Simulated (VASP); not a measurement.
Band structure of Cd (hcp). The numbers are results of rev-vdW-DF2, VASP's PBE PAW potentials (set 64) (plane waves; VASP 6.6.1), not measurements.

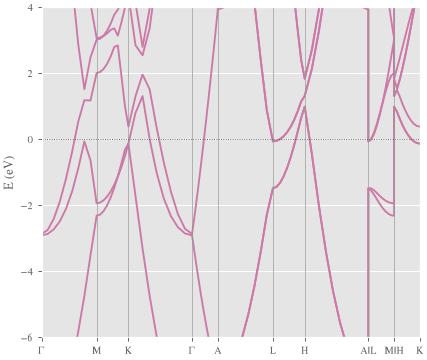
Fig. 1. Bands along high-symmetry lines, zero at the valence-band maximum or, without a gap, the Fermi level

Problem. Read the plot: is there a gap, and where are the band edges?

Solution. It has no gap at this level: it comes out as a metal or semimetal. (Edges off the drawn lines would not show.)

The compound is Cd in the hcp structure. It was relaxed first.
